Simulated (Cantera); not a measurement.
Charge: 1 mol Si, 0.36 mol O2, a varied amount of H2, equilibrated at 2223.15 K and 13300 Pa.

These are equilibrium values from Cantera (NASA tables, ideal gas, pure condensed phases), not measurements of a reactor. Candidate condensed phases: H2O, Si, SiO2; 18 gas species. Gases not in the tables: Si2H6 and higher silanes. The numbers say what is thermodynamically allowed, not how fast it happens.

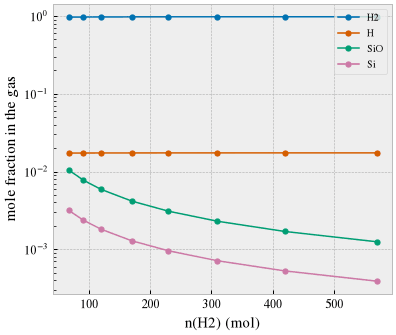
Fig. 1. Equilibrium gas composition (values under 1e-9 drawn at 1e-9)

Q: Read off the mole fractions at 91 mol H2.

A: H2 about 0.97, H about 0.017, SiO about 0.0078, Si about 0.0024.
